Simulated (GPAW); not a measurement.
# AlCo (Pm-3m): the Al K absorption edge, part 2 of 4

Aim: the dependence of the Al K near-edge features of AlCo (Pm-3m) on volume.

GPAW 26.7.0; X-ray absorption from dipole matrix elements to empty bands, plane-wave PAW LDA.

So far. Step 2 (Ground state of the crystal): The mesh shows no gap, so the system is treated as a metal and the core electron is put at the Fermi level (neutral cell).

**4. Spectrum with XCH, Al atom 2**

The holes are 5.6 Å apart. In GPAW the data set carries the hole's charge, so charge=0 means a charged cell and charge=-1 a neutral one. The excited electron is kept in the cell, where it fills the lowest empty states and screens the hole. After the field has converged, empty bands are computed with the density fixed and the dipole matrix elements are summed.

The absorber has 8 Co at 2.44 Å and 6 Al at 2.82 Å (cube and octahedron, as in bcc, site symmetry m-3m).

File xas.py:

```python
import numpy as np
from ase import Atoms
from ase.parallel import parprint, paropen
from gpaw import GPAW, PW, FermiDirac, Mixer, MixerDif, setup_paths
from gpaw.test import gen
setup_paths.insert(0, '.')
gen('Al', name='fch1s', xcname='LDA', corehole=(1, 0, 1), write_xml=True)
from gpaw.mpi import world
world.barrier()

atoms = Atoms('Co8Al8',
    cell=[[5.63880642, 0, 0],
     [0, 5.63880642, 0],
     [0, 0, 5.63880642]],
    scaled_positions=[[0.25, 0.25, 0.25],
     [0.25, 0.25, 0.75],
     [0.25, 0.75, 0.25],
     [0.75, 0.25, 0.25],
     [0.25, 0.75, 0.75],
     [0.75, 0.25, 0.75],
     [0.75, 0.75, 0.25],
     [0.75, 0.75, 0.75],
     [0, 0, 0],
     [0, 0, 0.5],
     [0, 0.5, 0],
     [0.5, 0, 0],
     [0, 0.5, 0.5],
     [0.5, 0, 0.5],
     [0.5, 0.5, 0],
     [0.5, 0.5, 0.5]],
    magmoms=[3.0, 3.0, 3.0, 3.0, 3.0, 3.0, 3.0, 3.0, 0.0, 0.0, 0.0, 0.0, 0.0, 0.0, 0.0, 0.0],
    pbc=True)
atoms.calc = calc = GPAW(legacy_gpaw=True, mode=PW(430, force_complex_dtype=True), xc='LDA', setups={8: 'fch1s'},
    kpts={'size': (4, 4, 4), 'gamma': True}, occupations=FermiDirac(0.1),
    charge=-1, mixer=MixerDif(0.05, 8, 50), maxiter=150,
    convergence={'density': 0.0001, 'eigenstates': 1e-6}, txt='scf.txt')
energy = atoms.get_potential_energy() + calc.get_reference_energy()
ef = calc.get_fermi_level()
out = dict(energy=energy, fermi=ef, forces=atoms.get_forces().tolist(), magmoms=atoms.get_magnetic_moments().tolist())
parprint(f'all-electron energy {energy:.4f} eV, Fermi level {ef:.4f} eV')
ev = np.array([[calc.get_eigenvalues(k, s) for k in range(len(calc.get_ibz_k_points()))] for s in range(calc.get_number_of_spins())])
out['homo'], out['lumo'], out['counts'] = ev[ev < ef].max(), ev[ev > ef].min(), sorted(set((ev < ef).sum((0, 2)).tolist()))
out['filled'] = (ev[:, 0] < ef).sum(1).tolist()

from ase.units import Ha
from gpaw.xas import dipole_matrix_elements
nb = int(calc.get_number_of_electrons() / 2) + 149
top, nb = nb, nb + 8 + nb // 12
nscf = calc.fixed_density(kpts={'size': (6, 6, 6), 'gamma': True}, nbands=nb,
    convergence={'bands': top, 'eigenstates': 5e-3}, maxiter=60, txt='nscf.txt')
cell = atoms.cell.array
ops = [cell.T @ U.T @ np.linalg.inv(cell.T) for U in nscf.wfs.kd.symmetry.op_scc]
E = np.arange(-6, 34, 0.1)
fwhm = np.interp(E, [4, 25], [0.9, 3.5])
Y, X, zero, highest = 0, 0, 1e9, 1e9
for spin in range(nscf.get_number_of_spins()):
    wfs = nscf.wfs
    mine = wfs.bd.get_slice()  # this rank's bands
    A = dipole_matrix_elements(wfs.setups[8])
    eps = np.zeros((wfs.kd.nibzkpts, nb))
    d = np.zeros((3, A.shape[1], wfs.kd.nibzkpts, nb), complex)
    for kpt in wfs.kpt_u:
        if kpt.s == spin and 8 in kpt.P_ani:
            eps[kpt.k, mine] = kpt.eps_n * Ha
            d[:, :, kpt.k, mine] = (kpt.weight * wfs.nspins / 2) ** 0.5 * np.inner(A, kpt.P_ani[8])
    world.sum(eps)
    world.sum(d)
    T = np.einsum('amkn,bmkn->abkn', d, d.conj()).real
    T = sum(np.einsum('ai,ijkn,bj->abkn', R, T, R) for R in ops) / len(ops)
    empty = eps > ef
    zero, highest = min(zero, eps[empty].min()), min(highest, eps[:, top - 1].min())
    lines = [(eps, T, empty)] if spin == 0 else lines + [(eps, T, empty)]
for eps, T, empty in lines:
    f = np.einsum('aakn->akn', T).reshape(3, -1)
    x = eps.ravel() - zero
    w = np.interp(x, E, fwhm) / 2.35482
    g = np.exp(-0.5 * ((E[:, None] - x) / w) ** 2) / (w * (2 * np.pi) ** 0.5)
    Y = Y + (f * empty.ravel()) @ g.T
    X = X + (f * ~empty.ravel()) @ g.T
out.update(E=E.round(2).tolist(), xas=Y.tolist(), xes=X.tolist(), zero=zero, valid=highest - zero, nk=len(eps), nb=nb)
for i in range(0, len(E), 10):
    parprint(f'{E[i]:7.2f}', *(f'{v:10.3e}' for v in Y[:, i]))
import json
with paropen('out.json', 'w') as f:
    json.dump(out, f)
```

On the command line:

```
$ OMP_NUM_THREADS=1 mpirun -n 4 gpaw python xas.py
```

Numbers of over 12 decimals in the logs are rounded to 6 here.

The log of the run:

```text
Input parameters:
  charge: -1
  convergence: {density: 0.0001,
                eigenstates: 1e-06}
  kpts: {gamma: True,
         size: (4, 4, 4)}
  maxiter: 150
  mixer: {backend: pulay,
          beta: 0.05,
          method: difference,
          nmaxold: 8,
          weight: 50}
  mode: {ecut: 430.0,
         force_complex_dtype: True,
         name: pw}
  occupations: {fixmagmom: False,
                name: fermi-dirac,
                width: 0.1}
  setups: {8: fch1s}

Initialize ...

[... PAW data sets ...]

Reference energy: -353760.465440  # eV

Spin-polarized calculation.
Initial magnetic moment: 24.000000

[... convergence settings ...]
Symmetries present (total): 48
  [... symmetry matrices ...]

64 k-points: 4 x 4 x 4 Monkhorst-Pack grid + [1/8,1/8,1/8]
10 k-points in the irreducible part of the Brillouin zone
       k-points in crystal coordinates                weights
   0:     0.00000000    0.00000000    0.00000000          1/64
   1:     0.25000000    0.00000000    0.00000000          6/64
   2:     0.25000000    0.25000000    0.00000000         12/64
   3:     0.25000000    0.25000000    0.25000000          8/64
   4:     0.50000000    0.00000000    0.00000000          3/64
   5:     0.50000000    0.25000000    0.00000000         12/64
   6:     0.50000000    0.25000000    0.25000000         12/64
   7:     0.50000000    0.50000000    0.00000000          3/64
   8:     0.50000000    0.50000000    0.25000000          6/64
   9:     0.50000000    0.50000000    0.50000000          1/64

Wave functions: Plane wave expansion
  Cutoff energy: 430.000 eV
  Number of coefficients (min, max): 3588, 3695
  Pulay-stress correction: 0.000000 eV/Ang^3 (de/decut=0.000000)
  Using FFTW library
  Wavefunction extrapolation:
    Improved wavefunction reuse through dual PAW basis

Occupation numbers: Fermi-Dirac:
  width: 0.1000  # eV

Eigensolver
   Davidson(niter=2)

Densities:
  Coarse grid: 27*27*27 grid
  Fine grid: 54*54*54 grid
  Total Charge: 0.000000

Density mixing:
  Method: difference
  Backend: pulay
  Linear mixing parameter: 0.05
  old densities: 8
  Width of damping distribution: 1.1
  Damping of long wavelength oscillations: 50

[... Hamiltonian set-up ...]
Number of atoms: 16
Number of atomic orbitals: 104
Number of bands in calculation: 77
Number of valence electrons: 97
Bands to converge: occupied

... initialized

Initializing position-dependent things.

Density initialized from atomic densities
Creating initial wave functions:
  77 bands from LCAO basis set

Positions:
   0 Co     1.409702    1.409702    1.409702    ( 0.0000,  0.0000,  3.0000)
   1 Co     1.409702    1.409702    4.229105    ( 0.0000,  0.0000,  3.0000)
   2 Co     1.409702    4.229105    1.409702    ( 0.0000,  0.0000,  3.0000)
   3 Co     4.229105    1.409702    1.409702    ( 0.0000,  0.0000,  3.0000)
   4 Co     1.409702    4.229105    4.229105    ( 0.0000,  0.0000,  3.0000)
   5 Co     4.229105    1.409702    4.229105    ( 0.0000,  0.0000,  3.0000)
   6 Co     4.229105    4.229105    1.409702    ( 0.0000,  0.0000,  3.0000)
[...]
13 Al     2.819403    0.000000    2.819403    ( 0.0000,  0.0000,  0.0000)
  14 Al     2.819403    2.819403    0.000000    ( 0.0000,  0.0000,  0.0000)
  15 Al     2.819403    2.819403    2.819403    ( 0.0000,  0.0000,  0.0000)

Unit cell:
           periodic     x           y           z      points  spacing
  1. axis:    yes    5.638806    0.000000    0.000000    27     0.2088
  2. axis:    yes    0.000000    5.638806    0.000000    27     0.2088
  3. axis:    yes    0.000000    0.000000    5.638806    27     0.2088

  Lengths:   5.638806   5.638806   5.638806
  Angles:   90.000000  90.000000  90.000000

Effective grid spacing dv^(1/3) = 0.2088

iter:   1  -134.667371                   +24.1825
iter:   2  -140.223404   -0.23  -1.22    +13.3192
[...]
iter:  14  -141.554611c  -5.17  -3.70    +0.0070
iter:  15  -141.554635c  -5.60  -4.13c   +0.0073
iter:  16  -141.554625c  -6.33c -4.16c   +0.0068

Converged after 16 iterations.

Dipole moment: (-0.000000, -0.000000, -0.000000) |e|*Ang

Total magnetic moment: (0.000000, 0.000000, 0.006774)
Local magnetic moments:
   0 Co ( 0.000000,  0.000000,  0.005005)
   1 Co ( 0.000000,  0.000000,  0.005005)
   2 Co ( 0.000000,  0.000000,  0.005005)
   3 Co ( 0.000000,  0.000000,  0.005005)
   4 Co ( 0.000000,  0.000000,  0.005005)
   5 Co ( 0.000000,  0.000000,  0.005005)
   6 Co ( 0.000000,  0.000000,  0.005005)
   7 Co ( 0.000000,  0.000000,  0.005005)
   8 Al ( 0.000000,  0.000000, -0.031877)
   9 Al ( 0.000000,  0.000000,  0.000829)
  10 Al ( 0.000000,  0.000000,  0.000829)
  11 Al ( 0.000000,  0.000000,  0.000829)
  12 Al ( 0.000000,  0.000000,  0.000036)
  13 Al ( 0.000000,  0.000000,  0.000036)
  14 Al ( 0.000000,  0.000000,  0.000036)
  15 Al ( 0.000000,  0.000000, -0.000305)

Energy contributions relative to reference atoms: (reference = -353760.465440)

Kinetic:       +160.939308
Potential:     -120.346947
External:        +0.000000
XC:            -183.617412
Entropy (-ST):   -0.325312
Local:           +1.633082
SIC:             +0.000000
--------------------------
Free energy:   -141.717281
Extrapolated:  -141.554625

Spin contamination: 2.649561 electrons
Showing only first 2 kpts
                      Up                     Down
 Kpt  Band  Eigenvalues  Occupancy  Eigenvalues  Occupancy
  0    46     10.11600    0.95078     10.12129    0.94825
  0    47     10.11600    0.95078     10.12129    0.94825
  0    48     10.16835    0.91964     10.17366    0.91563
  0    49     10.16835    0.91964     10.17366    0.91563

  1    46     10.12287    0.94747     10.12816    0.94477
  1    47     10.15124    0.93141     10.15655    0.92794
  1    48     10.29111    0.77028     10.29435    0.76449
  1    49     10.29111    0.77028     10.29435    0.76449

Fermi level: 10.41210

No gap
No difference between direct/indirect transitions

Forces in eV/Ang:
  0 Co   -0.33333   -0.33333   -0.33333
  1 Co   -0.33333   -0.33333    0.33333
  2 Co   -0.33333    0.33333   -0.33333
  3 Co    0.33333   -0.33333   -0.33333
  4 Co   -0.33333    0.33333    0.33333
  5 Co    0.33333   -0.33333    0.33333
  6 Co    0.33333    0.33333   -0.33333
[...]
13 Al    0.00000    0.00000    0.00000
 14 Al    0.00000    0.00000    0.00000
 15 Al    0.00000    0.00000    0.00000
Scalar-relativistic atomic LDA calculation for Al (Aluminium, Z=13)
Core hole in 1s state (1s occupation: 1.0)
450 radial gridpoints.
|------------------------------------------------|
|------------------------------------------------|
[... the atom generator's iteration count ...]

Energy contributions:
-------------------------
Kinetic:     +183.893595
XC:           -14.209497
Potential:   -353.628519
-------------------------
Total:       -183.944421

state      eigenvalue         ekin         rmax
-----------------------------------------------
1s^1.0 :   -60.362648    82.057235        0.077
2s^2.0 :    -5.188665    12.296859        0.473
2p^6.0 :    -3.893101    12.072890        0.390
3s^2.0 :    -0.683483     1.740987        1.779
3p^1.0 :    -0.437761     1.323330        2.009
-----------------------------------------------
(units: Bohr and Hartree)

Generating PAW setup
Kinetic energy of the core from tauc = 179.402319
Cutoffs:
rc(s)=2.050
rc(p)=2.050
rc(d)=2.050
rc(vbar)=1.845
rc(comp)=2.050
rc(nct)=2.050

Kinetic energy of the core states: 179.088292
Charge: 1.0
Core electrons: 9.0
Valence electrons: 3.0
Pseudo-core charge: 0.169630
Shape function alpha=2.380
Pseudo-electron charge 3.431685
state    eigenvalue         norm
--------------------------------
3s(2) :    -0.683483     1.126964
*s    :     0.316517
3p(1) :    -0.437761     1.008127
*p    :     0.562239
*d    :     0.000000
--------------------------------

Diagonalizing with gridspacing h=0.050

state   all-electron     PAW
-------------------------------
3s:      -0.683483    -0.683641
3p:      -0.437761    -0.437937
*d:                   -0.137096
*f:                   -0.021062
-------------------------------
all-electron energy -353902.0201 eV, Fermi level 10.4121 eV
  -6.00  3.734e-61  3.734e-61  3.734e-61
  -5.00  1.057e-44  1.057e-44  1.057e-44
  -4.00  3.378e-31  3.378e-31  3.378e-31
  -3.00  1.264e-20  1.264e-20  1.264e-20
  -2.00  5.898e-13  5.898e-13  5.898e-13
  -1.00  3.789e-08  3.789e-08  3.789e-08
  -0.00  4.824e-06  4.824e-06  4.824e-06
[...]
31.00  1.381e-05  1.381e-05  1.381e-05
  32.00  1.334e-05  1.334e-05  1.334e-05
  33.00  1.231e-05  1.231e-05  1.231e-05
```

Elapsed: 5 min, on 4 MPI ranks of Arm Neoverse V2, shared host; peak memory 0.59 GiB; 20 min of CPU time.

The Al K spectrum, Al atom 2, excited-electron core hole (neutral cell) (energy from the lowest empty level; intensity scaled to a mean of 1 over the first 20 eV):

```
E (eV)  intensity
  -2.0       0.00
  -0.5       0.06
   1.0       0.61
   2.5       0.32
   4.0       0.96
   5.5       1.91
   7.0       1.32
   8.5       0.97
  10.0       1.06
  11.5       1.10
  13.0       1.08
  14.5       1.05
  16.0       1.02
  17.5       0.96
  19.0       0.87
  20.5       0.72
  22.0       0.56
  23.5       0.45
  25.0       0.47
  26.5       0.59
  28.0       0.73
  29.5       0.85
  31.0       0.93
```

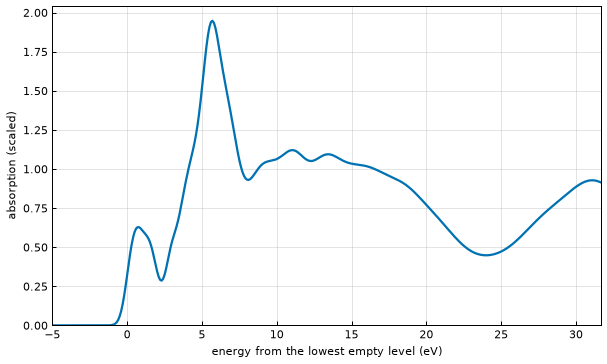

The Al K edge, Al atom 2, excited-electron core hole (neutral cell): main maxima at 5.7, 11.0 and 13.4 eV.

Main maxima below 24 eV (height): 0.7 eV (0.63), 5.7 eV (1.95), 11.0 eV (1.12) and 13.4 eV (1.09). A K edge sees empty p states on the absorber.

The total-energy difference is 1549.15 eV. The tabulated edge of the element is 1559 eV. The functional leaves an error in such absolute values: in the free atom LDA prices this hole 7.2 eV below PBE (computed apart), and PBE is itself good to a few eV.

**5. Supercell without a hole, the energy reference**

The cell changes for the next run, so it gets a reference energy of its own.

The cell differs from the one that the last finished run ended in (a 5.639 → 5.524 Å, b 5.639 → 5.524 Å, c 5.639 → 5.524 Å).

File scf.py:

```python
import numpy as np
from ase import Atoms
from ase.parallel import parprint, paropen
from gpaw import GPAW, PW, FermiDirac, Mixer, MixerDif, setup_paths
from gpaw.test import gen
setup_paths.insert(0, '.')
gen('Al', name='nch1s', xcname='LDA', corehole=(1, 0, 0), write_xml=True)
from gpaw.mpi import world
world.barrier()

atoms = Atoms('Co8Al8',
    cell=[[5.52369644, 0, 0],
     [0, 5.52369644, 0],
     [0, 0, 5.52369644]],
    scaled_positions=[[0.25, 0.25, 0.25],
     [0.25, 0.25, 0.75],
     [0.25, 0.75, 0.25],
     [0.75, 0.25, 0.25],
     [0.25, 0.75, 0.75],
     [0.75, 0.25, 0.75],
     [0.75, 0.75, 0.25],
     [0.75, 0.75, 0.75],
     [0, 0, 0],
     [0, 0, 0.5],
     [0, 0.5, 0],
     [0.5, 0, 0],
     [0, 0.5, 0.5],
     [0.5, 0, 0.5],
     [0.5, 0.5, 0],
     [0.5, 0.5, 0.5]],
    magmoms=[3.0, 3.0, 3.0, 3.0, 3.0, 3.0, 3.0, 3.0, 0.0, 0.0, 0.0, 0.0, 0.0, 0.0, 0.0, 0.0],
    pbc=True)
atoms.calc = calc = GPAW(legacy_gpaw=True, mode=PW(430, force_complex_dtype=True), xc='LDA', setups={8: 'nch1s'},
    kpts={'size': (4, 4, 4), 'gamma': True}, occupations=FermiDirac(0.1),
    charge=0, mixer=MixerDif(0.05, 8, 50), maxiter=150,
    convergence={'density': 0.0001, 'eigenstates': 1e-6}, txt='scf.txt')
energy = atoms.get_potential_energy() + calc.get_reference_energy()
ef = calc.get_fermi_level()
out = dict(energy=energy, fermi=ef, forces=atoms.get_forces().tolist(), magmoms=atoms.get_magnetic_moments().tolist())
parprint(f'all-electron energy {energy:.4f} eV, Fermi level {ef:.4f} eV')
ev = np.array([[calc.get_eigenvalues(k, s) for k in range(len(calc.get_ibz_k_points()))] for s in range(calc.get_number_of_spins())])
out['homo'], out['lumo'], out['counts'] = ev[ev < ef].max(), ev[ev > ef].min(), sorted(set((ev < ef).sum((0, 2)).tolist()))
out['filled'] = (ev[:, 0] < ef).sum(1).tolist()
import json
with paropen('out.json', 'w') as f:
    json.dump(out, f)
```

On the command line:

```
$ OMP_NUM_THREADS=1 mpirun -n 4 gpaw python scf.py
```

The log of the run:

```text
Input parameters:
  convergence: {density: 0.0001,
                eigenstates: 1e-06}
  kpts: {gamma: True,
         size: (4, 4, 4)}
  maxiter: 150
  mixer: {backend: pulay,
          beta: 0.05,
          method: difference,
          nmaxold: 8,
          weight: 50}
  mode: {ecut: 430.0,
         force_complex_dtype: True,
         name: pw}
  occupations: {fixmagmom: False,
                name: fermi-dirac,
[...]
3s(2) :    -0.287726     1.053448
*s    :     0.712274
3p(1) :    -0.102289     0.999482
*p    :     0.897711
*d    :     0.000000
--------------------------------

Diagonalizing with gridspacing h=0.050

state   all-electron     PAW
-------------------------------
3s:      -0.287726    -0.287811
3p:      -0.102289    -0.102345
*d:                    0.027274
*f:                    0.064816
-------------------------------
all-electron energy -355451.0015 eV, Fermi level 11.0704 eV
[key lines of the parts left out:]
Converged after 19 iterations.
Dipole moment: (-0.000000, -0.000000, -0.000000) |e|*Ang
Free energy:   -117.619439
Fermi level: 11.07036
```

It took 53 s on 4 MPI ranks; peak memory 0.3 GiB.

Reference energy: -355451.002 eV with the cores included.

**6. Spectrum with XCH, Al atom 2**

Shorter bonds are expected to push antibonding states and scattering resonances up, and longer ones down; the cell is scaled to test that.

Changed against the first core-hole run: volume scale from 1 to 0.94.

xas.py: that of step 4 with these lines changed.

```diff
@@ -11,5 +11,5 @@
 atoms = Atoms('Co8Al8',
-    cell=[[5.63880642, 0, 0],
-     [0, 5.63880642, 0],
-     [0, 0, 5.63880642]],
+    cell=[[5.52369644, 0, 0],
+     [0, 5.52369644, 0],
+     [0, 0, 5.52369644]],
     scaled_positions=[[0.25, 0.25, 0.25],
@@ -46,3 +46,3 @@
 from gpaw.xas import dipole_matrix_elements
-nb = int(calc.get_number_of_electrons() / 2) + 149
+nb = int(calc.get_number_of_electrons() / 2) + 143
 top, nb = nb, nb + 8 + nb // 12
```

On the command line:

```
$ OMP_NUM_THREADS=1 mpirun -n 4 gpaw python xas.py
```

The log of the run:

```text
Input parameters:
  charge: -1
  convergence: {density: 0.0001,
                eigenstates: 1e-06}
  kpts: {gamma: True,
         size: (4, 4, 4)}
  maxiter: 150
  mixer: {backend: pulay,
          beta: 0.05,
          method: difference,
          nmaxold: 8,
          weight: 50}
  mode: {ecut: 430.0,
         force_complex_dtype: True,
         name: pw}
  occupations: {fixmagmom: False,
[...]
3s:      -0.683483    -0.683641
3p:      -0.437761    -0.437937
*d:                   -0.137096
*f:                   -0.021062
-------------------------------
all-electron energy -353902.0183 eV, Fermi level 11.2816 eV
  -6.00  3.972e-61  3.972e-61  3.972e-61
  -5.00  1.107e-44  1.107e-44  1.107e-44
  -4.00  3.476e-31  3.476e-31  3.476e-31
  -3.00  1.278e-20  1.278e-20  1.278e-20
[...]
32.00  1.405e-05  1.405e-05  1.405e-05
  33.00  1.373e-05  1.373e-05  1.373e-05
[key lines of the parts left out:]
Converged after 17 iterations.
Dipole moment: (0.000000, -0.000000, 0.000000) |e|*Ang
Free energy:   -141.700254
Fermi level: 11.28161
```

It took 4.6 min on 4 MPI ranks; peak memory 0.58 GiB; 19 min of CPU time.

```
E (eV)  first run  this run
  -2.0       0.00      0.00
  -1.0       0.00      0.00
   0.0       0.32      0.32
   1.0       0.61      0.61
   2.0       0.35      0.39
   3.0       0.54      0.44
   4.0       0.96      0.81
   5.0       1.52      1.26
   6.0       1.85      1.89
   7.0       1.32      1.46
   8.0       0.93      0.99
   9.0       1.03      0.98
  10.0       1.06      1.04
  11.0       1.12      1.11
  12.0       1.06      1.17
  13.0       1.08      1.11
  14.0       1.08      1.12
  15.0       1.03      1.06
  16.0       1.02      1.01
  17.0       0.98      0.99
  18.0       0.93      0.96
  19.0       0.87      0.92
  20.0       0.77      0.86
  21.0       0.66      0.77
  22.0       0.56      0.66
  23.0       0.47      0.56
  24.0       0.45      0.47
  25.0       0.47      0.43
  26.0       0.54      0.45
  27.0       0.64      0.52
  28.0       0.73      0.62
  29.0       0.81      0.73
```

The scaled spectrum changes by 9 % r.m.s. The highest intensity below 16 eV goes from 5.7 eV (1.95) to 6.0 eV (1.89).

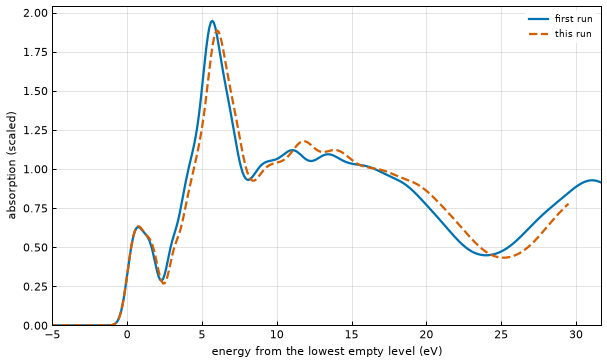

The effect of the change (volume scale from 1 to 0.94).

The photon energy of the zero moves by -0.17 eV.

[end of part 2 of 4]

[Banner, clock and machine lines of the logs are left out without a mark of their own.]

[Logs are printed without paths, hosts, clocks, repeated set-up lines and the standing remarks that a program may print on its own settings, such as how far it seeks lower states.]

[Hosts, paths, dates, database ids (printed as entryN), source tags and the programs' standing remarks are cut or masked in the printed files.]

[Lists of maxima count a maximum above −3 eV only where it reaches 4 % of the highest in the window and stands out from its surroundings by 2 % of it (1.5 % where it reaches 55 %); shoulders and weaker maxima are passed over, and of the rest the first, up to two pre-edge ones and the few strongest are named.]
